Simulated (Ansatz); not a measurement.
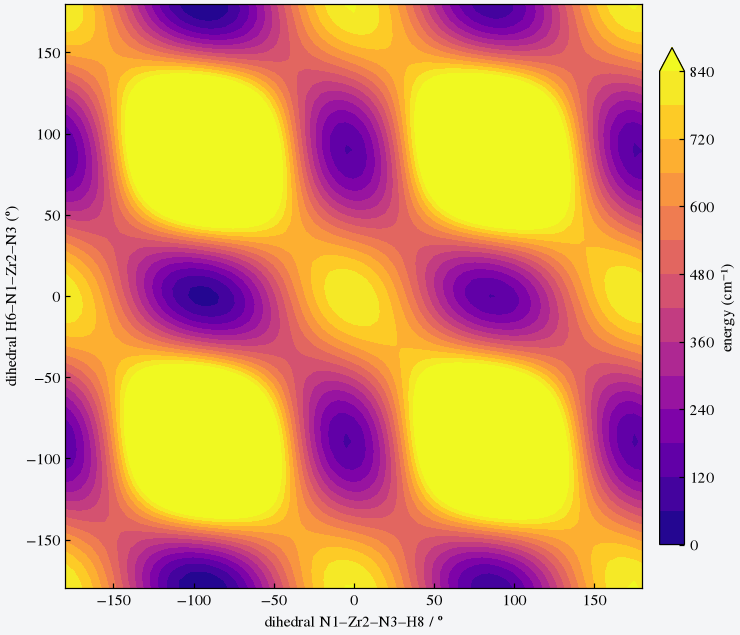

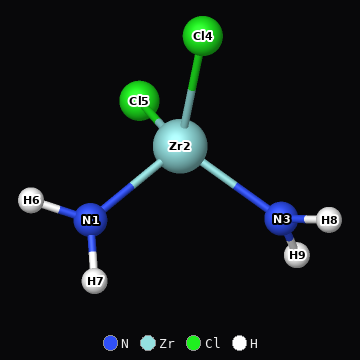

Energy landscape of Cl2H4N2Zr, SMILES [NH2][Zr]([NH2])([Cl])[Cl]. The first coordinate is: dihedral N1–Zr2–N3–H8; the second: dihedral H6–N1–Zr2–N3. Nothing is relaxed (all other coordinates rigid). The grid has 18 × 18 points. Points are written as (first, second). Energies: cm⁻¹, counted from the relaxed molecule at the same level. Method: RKS PBE0-D4/def2-SVP (Ansatz 0.2.0).

Drawn: filled contours, one colour for all values above the top of the scale. Between grid points the surface is interpolated. The second picture is the structure at the lowest point.

> Where are the wells?

The lowest grid point is at (−100°, −180°), 9 cm⁻¹ from the relaxed molecule at the same level. There are further wells near (−100°, 0°) (35 cm⁻¹ above the lowest at that grid point); (80°, −180°) (76 cm⁻¹ above the lowest at that grid point); (80°, 0°) (115 cm⁻¹ above the lowest at that grid point). The highest grid point, (−100°, −80°), lies 1775 cm⁻¹ above the lowest. On the interpolated surface the easiest way out of the lowest well to the well at about (85°, 0°) passes a barrier of about 500 cm⁻¹. Round the minimum the valley is somewhat tilted: raising dihedral N1–Zr2–N3–H8 shifts the best value of dihedral H6–N1–Zr2–N3 downwards (coupling k₁₂/√(k₁₁k₂₂) about 0.2).

The whole map (324 points run) took 20 min on 1 thread of AMD EPYC 9R45 96-Core Processor (Zen 5) (shared host).
